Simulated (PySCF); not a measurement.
```yaml
atoms:
  - { symbol: F, position_ang: [-1.1980, 1.0593, 0.9595] }
  - { symbol: C, position_ang: [-1.2028, 0.0568, 0.0807] }
  - { symbol: F, position_ang: [-2.1143, 0.3461, -0.8535] }
  - { symbol: F, position_ang: [-1.6554, -1.0306, 0.7315] }
  - { symbol: C, position_ang: [0.1630, -0.2166, -0.5192] }
  - { symbol: C, position_ang: [1.3724, 0.0366, 0.2695] }
  - { symbol: O, position_ang: [0.9753, 0.8789, -0.7705] }
  - { symbol: H, position_ang: [0.1401, -0.9999, -1.2726] }
  - { symbol: H, position_ang: [1.2768, 0.4416, 1.2703] }
  - { symbol: H, position_ang: [2.2519, -0.5675, 0.0818] }
```

Geometry: GFN2-xTB.

Computed with PySCF, PBE0/pcSseg-1, SCF density, gas phase, non-relativistic.

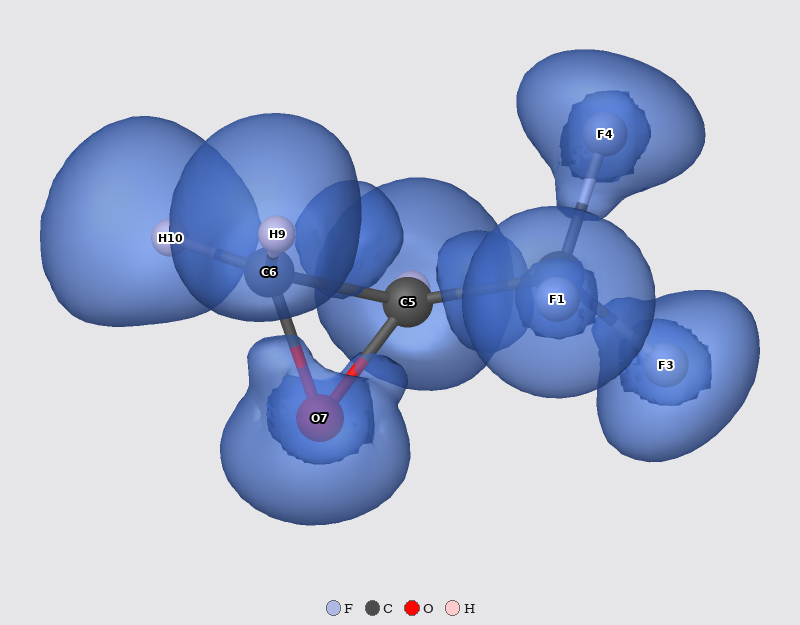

C₃H₃F₃O. Isosurface of the electron localisation function at 0.75 (blue), seen from one side. Core shells and regions of very low density are left out.

Q: Describe the localisation domains.

A: The surface consists of two regions between bonded C–C atoms (shared pairs), three regions around hydrogen nuclei, three regions on F in which the atom's valence shell and bonds are merged and one region on O in which the atom's valence shell and bonds are merged. Profiles from the grid: C–F (1.33 Å): the ELF peaks at about 0.85 between the atoms; a shared but strongly polarised pair. C–O (1.39 Å): the ELF peaks at about 0.80 between the atoms; a shared but strongly polarised pair.
